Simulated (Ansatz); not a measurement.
**What TaSnO3 (Pm-3m) distorts into**

Aim: this structure of TaSnO3 (Pm-3m) is to be tested for unstable modes, and one is followed downhill.

Main program and level: Ansatz 0.2.0; DFT PBEsol, scalar-relativistic, plane waves, PAW; PAW set soft_1.

### Step 1. Starting point

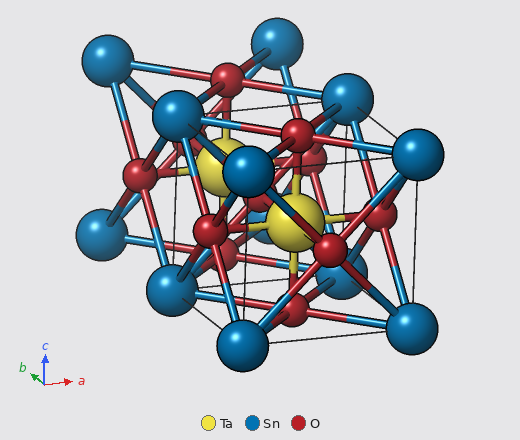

Start, viewed slightly off an axis; tantalum yellow, tin blue, oxygen red. 1×2×1 cells are drawn. Some periodic images of atoms are drawn too.

### Step 2. Phonons on a q mesh

The cell comes from relaxations at this level that are not shown. Stability and thermal properties need the whole zone. Linear response on a 4×4×4 q mesh gives force constants as far as a supercell of that size would.

Input file input.yaml:

```yaml
crystal:
  lattice:
    - [4.0241795564, 0.0, 0.0]
    - [0.0, 4.0241795564, 0.0]
    - [0.0, 0.0, 4.0241795564]
  atoms:
    - { symbol: Ta, position: [0.5, 0.5, 0.5] }
    - { symbol: Sn, position: [0.0, 0.0, 0.0] }
    - { symbol: O, position: [0.0, 0.5, 0.5] }
    - { symbol: O, position: [0.5, 0.0, 0.5] }
    - { symbol: O, position: [0.5, 0.5, 0.0] }
kpoints:
  mp_grid: { grid: [12, 12, 12] }
hamiltonian:
  xc: pbesol
  pseudopotentials: { kind: paw, azcp: { folder: soft_1 }, xc_functional: pbe }
scf:
  occupations: { method: methfessel_paxton, width: 0.2 }
output:
  eigenvalues: true
phonons:
  method: dfpt
  qmesh: [4, 4, 4]
  temperatures: { t_max: 1000, t_step: 50 }
  qpath:
    path:
      - [[0.0, 0.0, 0.0], [0.0, 0.5, 0.0], [0.5, 0.5, 0.0], [0.0, 0.0, 0.0], [0.5, 0.5, 0.5], [0.0, 0.5, 0.0]]
      - [[0.5, 0.5, 0.5], [0.5, 0.5, 0.0]]
    npoints: 10
```

Run with:

```
ansatz run input.yaml --threads 4 --pin off --max-ram 10240MiB --backend cpu --events-out ev --progress --plain --runs-dir out
```

Numbers of over 12 decimals in the logs are rounded to 6 here.

What it wrote:

```text
Engine: ansatz 0.2.0, aarch64-unknown-linux-gnu
Pseudopotentials: kind: paw
Pseudopotential: Ta, paw, valence charge 13, recommended cutoff 420 eV (normal), soft_1/Ta.paw.azcp
Pseudopotential: Sn, paw, valence charge 14, recommended cutoff 420 eV (normal), soft_1/Sn.paw.azcp
Pseudopotential: O, paw, valence charge 6, recommended cutoff 420 eV (normal), soft_1/O.paw.azcp
Functional definition: PBEsol
  exchange = pbesol_x
  correlation = pbesol_c
Crystal: 5 atoms, lattice volume = 65.168 Å³
Basis set: ecut = 420 eV, 1309 PW (Γ), exchange–correlation on 54×54×54 points (8 copies of the dense FFT grid, shifted against one another)
Bands: 28, of which v1, the nominal top of the filled ones, is band 23 counted from 1 (22 counted from 0)
Symmetry: 48 space group operations
k-points: 84 of 1728
Non-local potential: Ta, projectors of the file, l = 0: 3, l = 1: 2, l = 2: 2, l = 3: 1
Non-local potential: Sn, projectors of the file, l = 0: 2, l = 1: 2, l = 2: 2, l = 3: 1
Non-local potential: O, projectors of the file, l = 0: 2, l = 1: 2, l = 2: 1
PAW form: soft (Blöchl's): semilocal exchange-correlation on the pseudo side does not see the compensation charge
PAW frozen core: Ta, regenerated for the run's functional, and the local potential with it (the file was generated under x = pbe(κ = 0.804, μ = 0.219515), c = pbe(β = 0.066725))
PAW frozen core: Sn, regenerated for the run's functional, and the local potential with it (the file was generated under x = pbe(κ = 0.804, μ = 0.219515), c = pbe(β = 0.066725))
PAW frozen core: O, regenerated for the run's functional, and the local potential with it (the file was generated under x = pbe(κ = 0.804, μ = 0.219515), c = pbe(β = 0.066725))
PAW one-centre angular grid: Ta, 590 points (default); XC on 64 Gauss nodes
PAW one-centre angular grid: Sn, 590 points (default); XC on 64 Gauss nodes
PAW one-centre angular grid: O, 110 points (default); XC on 64 Gauss nodes
Initial density: superposition of atomic densities (chi_scale 0.1, normalization cell, long waves kept (reshape's long-wave potential 0.00 eV rms))
Initial wavefunctions: pseudopotential atomic-orbital guess
Functional: x = pbesol(κ = 0.804, μ = 0.123457), c = pbesol(β = 0.046)
SCF iter   1: F=—  HF=-17442.426475 eV  |F-HF|=—  |Δ(HF+E_count)|=         —  Δρ=4.77e-2  dr2=1.34e0  ethr=3.10e-3  ⟨swp⟩=5.3  Hψ=9627  notcnv=0
preconditioner: auto → Kerker (q_TF=auto, 2.565 Å⁻¹)  [metal: Δε(μ)=0.046 eV  Ē_g=14.801 eV  σ=0.200 eV  W_gap=0.19  n_scr=18 (ndim 8)  ℏωp=28.0 eV  f_vac=0.000  D(μ)=1.50/eV (n_scr^D=6)]
SCF iter   2: F=—  HF=-17442.280482 eV  |F-HF|=—  |Δ(HF+E_count)|=   1.46e-1  S|Δr|=    0.00e0  Δρ=2.56e-2  dr2=3.87e-1  ethr=2.98e-3  ⟨swp⟩=2.0  Hψ=3401  notcnv=0  defer=37
SCF iter   3: F=—  HF=-17442.239907 eV  |F-HF|=—  |Δ(HF+E_count)|=   4.06e-2  S|Δr|=    0.00e0  Δρ=1.31e-2  dr2=6.41e-2  ethr=8.59e-4  ⟨swp⟩=2.1  Hψ=3448  notcnv=0  defer=37
SCF iter   4: F=—  HF=-17442.228941 eV  |F-HF|=—  |Δ(HF+E_count)|=   1.10e-2  S|Δr|=    0.00e0  Δρ=2.69e-3  dr2=3.95e-3  ethr=1.42e-4  ⟨swp⟩=2.5  Hψ=4023  notcnv=0  defer=32
SCF iter   5: F=—  HF=-17442.229644 eV  |F-HF|=—  |Δ(HF+E_count)|=   7.03e-4  S|Δr|=    0.00e0  Δρ=6.87e-4  dr2=3.78e-4  ethr=8.78e-6  ⟨swp⟩=2.6  Hψ=3680  notcnv=0  defer=32
SCF iter   6: F=—  HF=-17442.229734 eV  |F-HF|=—  |Δ(HF+E_count)|=   8.93e-5  S|Δr|=    0.00e0  Δρ=2.12e-4  dr2=3.42e-5  ethr=8.40e-7  ⟨swp⟩=2.5  Hψ=3470  notcnv=0  defer=32
SCF iter   7: F=—  HF=-17442.229739 eV  |F-HF|=—  |Δ(HF+E_count)|=   5.12e-6  S|Δr|=    0.00e0  Δρ=6.09e-5  dr2=2.03e-6  ethr=7.59e-8  ⟨swp⟩=2.0  Hψ=3739  notcnv=0  defer=32
SCF iter   8: F=—  HF=-17442.229737 eV  |F-HF|=—  |Δ(HF+E_count)|=   2.26e-6  S|Δr|=    0.00e0  Δρ=1.50e-5  dr2=9.35e-8  ethr=4.51e-9  ⟨swp⟩=2.0  Hψ=3464  notcnv=0  defer=32
SCF iter   9: F=—  HF=-17442.229737 eV  |F-HF|=—  |Δ(HF+E_count)|=   3.11e-8  S|Δr|=    0.00e0  Δρ=2.83e-6  dr2=3.37e-9  ethr=2.08e-10  ⟨swp⟩=2.0  Hψ=3878  notcnv=0  defer=32
SCF iter  10: F=—  HF=-17442.229737 eV  |F-HF|=—  |Δ(HF+E_count)|=  9.09e-10  S|Δr|=    0.00e0  Δρ=3.04e-7  dr2=3.76e-11  ethr=7.50e-12  ⟨swp⟩=2.0  Hψ=3460  notcnv=0  defer=32
SCF iter  11: F=-17442.229737 eV  HF=-17442.229737 eV  |F-HF|=3.64e-12  |Δ(HF+E_count)|=  1.09e-11  S|Δr|=    0.00e0  Δρ=3.73e-8  dr2=7.15e-13  ethr=1.00e-12  ⟨swp⟩=7.6  Hψ=10189  notcnv=0
SCF 1 converged in 11 iterations: F = -17442.229737 eV  dr2 = 7.15e-13
  greatest PAW one-centre occupation: 0.999 electrons in one spin orbital (limit 2), on the Ta atom at site 0 (counted from 0), in its partial waves of l = 0
phonons: the bands overlap, so this run is a metal and interpolates without the dipole-dipole term. If the crystal is really an insulator or semiconductor, its LO-TO splitting is missing
NSCF: frozen V_eff on 84 k-points
NSCF: frozen V_eff on 343 k-points
DFPT response loops at q = (0, 0, 0) (fractional): preconditioner auto → Kerker (q_TF=auto, 2.565 Å⁻¹) (partly filled bands, converged f_vac=0.000); β = 1.00, the filter's whole step (`scf.mixing.beta` (0.50) is not read by the response loops under this deck's `scf.mixing.preconditioner`; to damp them name `kerker` or `kerker_dos`, under which they read `scf.mixing.beta`, and type it under 1.00, their step now; both keys bind the ground state too); Broyden in place of MSR1
NSCF: frozen V_eff on 1176 k-points
DFPT response loops at q = (0, 0, 0.25) (fractional): mixed as the last ones told, above
NSCF: frozen V_eff on 686 k-points
DFPT response loops at q = (0, 0, -0.5) (fractional): mixed as the last ones told, above
NSCF: frozen V_eff on 2016 k-points
DFPT response loops at q = (0, 0.25, 0.25) (fractional): mixed as the last ones told, above
NSCF: frozen V_eff on 1176 k-points
DFPT response loops at q = (0, 0.25, -0.5) (fractional): mixed as the last ones told, above
NSCF: frozen V_eff on 686 k-points
DFPT response loops at q = (0, -0.5, -0.5) (fractional): mixed as the last ones told, above
NSCF: frozen V_eff on 3456 k-points
DFPT response loops at q = (0.25, 0.25, 0.25) (fractional): mixed as the last ones told, above
NSCF: frozen V_eff on 2016 k-points
DFPT response loops at q = (0.25, 0.25, -0.5) (fractional): mixed as the last ones told, above
NSCF: frozen V_eff on 1176 k-points
DFPT response loops at q = (0.25, -0.5, -0.5) (fractional): mixed as the last ones told, above
NSCF: frozen V_eff on 686 k-points
DFPT response loops at q = (-0.5, -0.5, -0.5) (fractional): mixed as the last ones told, above
SCF converged after 11 iterations
Stability not checked: this state was not tested for a lower state beside it, because cold or Methfessel-Paxton smearing, or corrected tetrahedra, fill the levels in a way that the test cannot read (fill_not_monotonic; see scf.lower_state_search)
Free energy (F): -17442.229737 eV
Harris-Foulkes:  -17442.229737 eV  (|F-HF|=3.64e-12)
Internal energy: -17442.220704 eV  (E = F + TS)
E sigma→0 (E₀):  -17442.227479 eV
Entropy (-TS):   -0.009033 eV (-1.807 meV/atom)
Fermi energy:    13.743095 eV
--- Per-component energies (eV) ---
  E_band       = -215.213755
  E_kinetic    = 1059.618080
  E_local      = -2457.797111  (includes V_loc(G=0)·N_el)
  E_nonlocal   = 297.576063
  E_hartree    = 1011.825394
  E_xc         = -654.992172
  E_vxc        = -584.961946  (∫ρ·V_xc dr)
  E_paw        = -12944.979212  (= ΣΔE_a)
  E_vpaw       = -553.302308  (= ΣTr[D̂ρ^β])
  E_aug_tail   = 0.002663  (compensation charges beyond the density's cutoff)
  E_ewald      = -3754.078825
  E_core_change = 0.604416  (= ΣΔE_core)
  E_smearing   = -0.009033  (= −TS)
  E_closure    = -0.000000  (closes the sum)
  Σ components = -17442.229737   (vs F -17442.229737, Δ=0.00e0)
--- Band table (eV; the first three rows and the last of 84) ---
  k-point 0: bands = [... 19 lower, 9.3743, 9.3743, 9.3743, 12.9903, 12.9903, 12.9903, 17.1719, 17.1719, ... 1 higher]
  k-point 1: bands = [... 19 lower, 9.2000, 9.3470, 9.3470, 12.9959, 13.1845, 13.1845, 16.7157, 17.1210, ... 1 higher]
  k-point 2: bands = [... 19 lower, 9.0622, 9.3225, 9.3225, 13.0112, 13.6790, 13.6790, 15.8511, 16.9895, ... 1 higher]
  k-point 83: bands = [... 19 lower, 10.0415, 10.0415, 10.0415, 16.1275, 16.1275, 16.1275, 17.2395, 17.2395, ... 1 higher]
--- Phonons (Γ-DFPT): 4 representative perturbations + reference (Σ response iterations 12) ---
  ASR residual: 7.660e-4 → 0.000e0 eV/Å²; symmetrization residual: 5.323e-6 eV/Å²
  ASR residual per site (eV/Å²): 7.66e-4 2.52e-6 4.81e-4 4.81e-4 4.81e-4
  Γ frequencies (cm⁻¹): -33.44 -33.44 -33.44 0.00 0.00 0.00 259.79 259.79 259.79 269.31 269.31 269.31 557.76 557.76 557.76
--- Phonons (arbitrary-q DFPT): 10 irreducible q on the 4×4×4 mesh ---
  q = [0.0000, 0.0000, 0.0000] (star 1, of the zone-centre solve; hermiticity 5.95e-7, symmetrization 2.62e-12): -33.44 -33.44 -33.44 -0.00 -0.00 0.00 259.79 259.79 259.79 269.31 269.31 269.31 557.76 557.76 557.76
  q = [0.0000, 0.0000, 0.2500] (star 6, 9 solved perturbations in 4536 linear systems a pass and spin channel, the states on 588 of 1728 k-point pairs; hermiticity 4.10e-7, symmetrization 1.65e-13): -40.46 -40.46 -15.26 -15.26 28.67 128.07 210.02 210.02 245.99 245.99 246.82 259.59 525.56 525.56 594.04
  q = [0.0000, 0.0000, -0.5000] (star 3, 9 solved perturbations in 2646 linear systems a pass and spin channel, the states on 343 of 1728 k-point pairs; hermiticity 3.04e-7, symmetrization 4.42e-10): -25.19 -25.19 62.31 62.31 90.03 173.70 198.45 198.45 249.67 258.22 258.22 318.83 518.33 518.33 657.65
  q = [0.0000, 0.2500, 0.2500] (star 12, 9 solved perturbations in 7686 linear systems a pass and spin channel, the states on 1008 of 1728 k-point pairs; hermiticity 3.21e-7, symmetrization 4.88e-14): -55.97 -18.93 -13.80 46.97 116.56 140.74 192.77 198.14 203.22 244.62 258.28 280.19 506.59 588.13 599.81
  q = [0.0000, 0.2500, -0.5000] (star 12, 15 solved perturbations on 588 of 1728 k-point pairs; hermiticity 2.40e-7, symmetrization 4.72e-10): -26.20 -14.83 59.71 66.17 101.13 145.85 180.30 188.34 206.97 253.89 262.58 323.37 497.20 589.15 683.07
  q = [0.0000, -0.5000, -0.5000] (star 3, 9 solved perturbations in 2646 linear systems a pass and spin channel, the states on 343 of 1728 k-point pairs; hermiticity 3.81e-7, symmetrization 4.94e-10): -8.57 24.80 24.80 41.77 88.84 194.18 194.18 199.80 199.80 290.02 290.02 325.43 486.46 644.83 723.14
  q = [0.2500, 0.2500, 0.2500] (star 8, 4 solved perturbations in 4536 linear systems a pass and spin channel, the states on 1728 of 1728 k-point pairs; hermiticity 2.12e-7, symmetrization 1.41e-12): 9.36 9.36 36.89 116.19 116.19 147.21 183.16 198.75 198.75 268.09 268.09 298.78 594.93 594.93 611.56
  q = [0.2500, 0.2500, -0.5000] (star 12, 9 solved perturbations in 7686 linear systems a pass and spin channel, the states on 1008 of 1728 k-point pairs; hermiticity 2.42e-7, symmetrization 5.07e-10): -14.65 17.02 25.67 85.45 109.84 130.45 152.13 186.62 199.08 260.63 274.45 312.48 597.65 604.16 704.40
  q = [0.2500, -0.5000, -0.5000] (star 6, 9 solved perturbations in 4536 linear systems a pass and spin channel, the states on 588 of 1728 k-point pairs; hermiticity 4.20e-7, symmetrization 5.28e-10): -13.72 -13.34 23.33 23.33 109.42 109.42 150.61 194.52 194.52 283.92 283.92 296.28 613.03 658.81 748.36
  q = [-0.5000, -0.5000, -0.5000] (star 1, 4 solved perturbations in 931 linear systems a pass and spin channel, the states on 343 of 1728 k-point pairs; hermiticity 3.69e-7, symmetrization 5.05e-10): 24.78 24.78 24.78 36.35 36.35 36.35 187.55 187.55 187.55 271.13 271.13 271.13 672.12 672.12 787.09
  sum rule: each row above includes the acoustic sum rule's correction from the zone centre's row sums; it moved no ω² by more than (2.86 cm⁻¹)²
  mesh force constants: q→R imaginary residual 1.45e-18; ASR residual 7.660e-4 → 0.000e0 eV/Å²; symmetrization residual 2.132e-14 eV/Å²
  interpolated dispersion: 62 rows × 15 modes
  density of states and harmonic sums: on the 16×16×16 q-mesh, interpolated from the force constants of a 4×4×4 supercell (no non-analytic term)
  largest difference from the sums on the solved wave vectors: F 9.77e-2 eV, S 1.29e-4 and C_V 3.11e-5 eV/K
  zero-point energy: 0.220243 eV/cell   skipped modes (ω ≤ 0): 270, of them read as no rigid motion or as one in doubt: 267 (1.561e0 modes/cell left out, lowest -55.98 cm⁻¹)   left out of the sums: 1.04e-1 of the cell's modes: C_V's classical limit lies that fraction below 3 k_B per atom; for a crystal, a wire or a layer, F and S can be off by more, and a phonons.interpolated_qmesh denser along its periods is the remedy for the sampling
```

The job ended after 47 min (4 threads of Arm Neoverse V1, shared host; peak memory 6.1 GiB; 3.1 h of CPU time).

This step gave:

- volume per atom: 13.03 Å³
- gap on the k-mesh: 0 eV
- sum-rule residual before enforcement: 7.66e-4 eV/Å²
- lowest frequency on the path: -57.08 cm⁻¹
- point group: m-3m
- highest frequency on the path or at a solved wavevector: 787.1 cm⁻¹
- highest optical mode at the zone centre (no LO-TO term): 557.8 cm⁻¹
- lowest optical zone-centre mode: -33.44 cm⁻¹
- lowest mode on the q mesh (acoustic modes at Γ apart): -55.97 cm⁻¹

Frequencies (cm⁻¹) solved at each irreducible wavevector; negative means imaginary. Frequencies by wavevector, by row:

| q in reciprocal lattice units | star | mode 1 | mode 2 | mode 3 | mode 4 | mode 13 | mode 14 | mode 15 |
| --- | --- | --- | --- | --- | --- | --- | --- | --- |
| 0 0 0 | 1 | -33.4 | -33.4 | -33.4 | 0 | 557.8 | 557.8 | 557.8 |
| 0 0 0.25 | 6 | -40.5 | -40.5 | -15.3 | -15.3 | 525.6 | 525.6 | 594 |
| 0 0 -0.5 | 3 | -25.2 | -25.2 | 62.3 | 62.3 | 518.3 | 518.3 | 657.6 |
| 0 0.25 0.25 | 12 | -56 | -18.9 | -13.8 | 47 | 506.6 | 588.1 | 599.8 |
| 0 0.25 -0.5 | 12 | -26.2 | -14.8 | 59.7 | 66.2 | 497.2 | 589.1 | 683.1 |
| 0 -0.5 -0.5 | 3 | -8.6 | 24.8 | 24.8 | 41.8 | 486.5 | 644.8 | 723.1 |
| 0.25 0.25 0.25 | 8 | 9.4 | 9.4 | 36.9 | 116.2 | 594.9 | 594.9 | 611.6 |
| 0.25 0.25 -0.5 | 12 | -14.7 | 17 | 25.7 | 85.5 | 597.6 | 604.2 | 704.4 |
| 0.25 -0.5 -0.5 | 6 | -13.7 | -13.3 | 23.3 | 23.3 | 613 | 658.8 | 748.4 |
| -0.5 -0.5 -0.5 | 1 | 24.8 | 24.8 | 24.8 | 36.4 | 672.1 | 672.1 | 787.1 |

Interpolated from a 4×4×4 q mesh. Phonon branches along the path, in cm⁻¹:

| point | branch 1 | branch 2 | branch 3 | branch 4 | branch 12 | branch 13 | branch 14 | branch 15 |
| --- | --- | --- | --- | --- | --- | --- | --- | --- |
| Γ | -33 | -33 | -33 | 0 | 269 | 558 | 558 | 558 |
| X | -25 | -25 | 62 | 62 | 319 | 518 | 518 | 658 |
| M | -9 | 25 | 25 | 42 | 325 | 486 | 645 | 723 |
| Γ | -33 | -33 | -33 | 0 | 269 | 558 | 558 | 558 |
| R | 25 | 25 | 25 | 36 | 271 | 672 | 672 | 787 |
| X | -25 | -25 | 62 | 62 | 319 | 518 | 518 | 658 |
| jump to R | 25 | 25 | 25 | 36 | 271 | 672 | 672 | 787 |
| M | -9 | 25 | 25 | 42 | 325 | 486 | 645 | 723 |

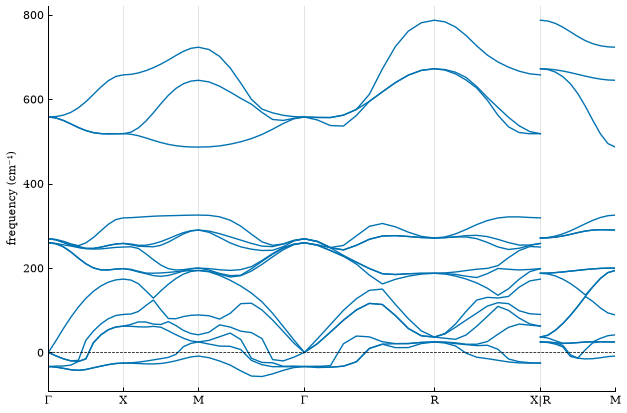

Phonon branches along the path.

Symmetry leaves 10 wavevectors to solve. The lowest mode among them, the acoustic zeros apart, lies at q = (0, 0.25, 0.25) and is imaginary, 56.0i cm⁻¹, so the energy falls along it.

### Step 3. The mode frozen in, largest atomic shift 0 Å

The mode followed lies at q = (0, 0, -0.5) with frequency 25.2i cm⁻¹ and is 2-fold degenerate, one of the unstable modes though not the softest. At small amplitude the distorted cell has space group no. 63 by a symmetry search on the positions. The undistorted cell that holds it gives the zero of energy on the same k mesh.

System of this step: TaSnO3. The structure is cubic, space group Pm-3m (No. 221). Conventional cell: a = 4.024 Å, b = 4.024 Å, c = 4.024 Å, α = 90.00°, β = 90.00°, γ = 90.00°. Nearest to Ta lie 6 O at 2.01 Å. Nearest to Sn lie 12 O at 2.85 Å. O has 2 Ta at 2.01 Å nearest. Nearest to O lie 2 Ta at 2.01 Å. Farther neighbours and most contacts between anions are not listed.

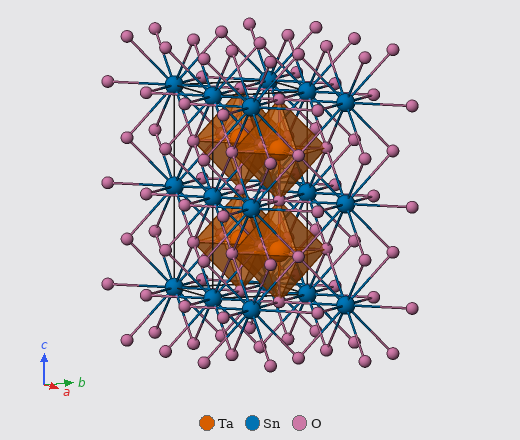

The cell of this step (tantalum orange, tin blue, oxygen pink). 2×1×1 cells are drawn. Some periodic images of atoms are drawn too.

Input file input.yaml:

```yaml
crystal:
  lattice:
    - [4.0241795564, 0.0, 0.0]
    - [0.0, 4.0241795564, 0.0]
    - [0.0, 0.0, 8.0483591128]
  atoms:
    - { symbol: Ta, position: [0.5, 0.5, 0.25] }
    - { symbol: Ta, position: [0.5, 0.5, 0.75] }
    - { symbol: Sn, position: [0.0, 0.0, 0.0] }
    - { symbol: Sn, position: [0.0, 0.0, 0.5] }
    - { symbol: O, position: [0.0, 0.5, 0.25] }
    - { symbol: O, position: [0.0, 0.5, 0.75] }
    - { symbol: O, position: [0.5, 0.0, 0.25] }
    - { symbol: O, position: [0.5, 0.0, 0.75] }
    - { symbol: O, position: [0.5, 0.5, 0.0] }
    - { symbol: O, position: [0.5, 0.5, 0.5] }
kpoints:
  mp_grid: { grid: [10, 10, 6] }
hamiltonian:
  xc: pbesol
  pseudopotentials: { kind: paw, azcp: { folder: soft_1 }, xc_functional: pbe }
scf:
  occupations: { method: methfessel_paxton, width: 0.2 }
output:
  forces: true
  stress: true
  eigenvalues: true
```

What it wrote:

```text
[...]
Crystal: 10 atoms, lattice volume = 130.335 Å³
Basis set: ecut = 420 eV, 2547 PW (Γ), exchange–correlation on 54×54×108 points (8 copies of the dense FFT grid, shifted against one another)
Bands: 55, of which v1, the nominal top of the filled ones, is band 45 counted from 1 (44 counted from 0)
Symmetry: 32 space group operations
[...]
k-points: 84 of 600
[...]
k-point 0: bands = [... 41 lower, 9.3625, 9.3705, 10.9276, 12.9178, 12.9708, 12.9743, 12.9743, 13.0556, ... 6 higher]
  k-point 1: bands = [... 41 lower, 9.3481, 9.3481, 10.6232, 12.9764, 13.0498, 13.1691, 13.1691, 13.2712, ... 6 higher]
  k-point 2: bands = [... 41 lower, 9.3314, 9.3314, 10.0216, 12.9917, 13.0340, 13.6646, 13.6646, 14.0258, ... 6 higher]
  k-point 83: bands = [... 41 lower, 9.4109, 10.0326, 10.0326, 15.1298, 15.1298, 15.1298, 15.1298, 15.6894, ... 6 higher]
[key lines of the parts left out:]
SCF converged after 8 iterations
Free energy (F): -34884.469590 eV
Fermi energy:    13.745773 eV
P = ⅓ Tr σ = -0.0325 GPa (-0.325 kbar)
```

It took 10 s on 4 threads; peak memory 0.77 GiB.

Numbers from this step:

- pressure: -0.03245 GPa
- energy from the undistorted cell: 0 meV/atom

The run ends at a pressure of -0.03 GPa.

(Continued in part 2 of 3.)

[Logs are printed without paths, hosts, clocks, repeated set-up lines and the standing remarks that a program may print on its own settings, such as how far it seeks lower states.]

[Hosts, paths, dates, database ids (printed as entryN), source tags and the programs' standing remarks are cut or masked in the printed files.]
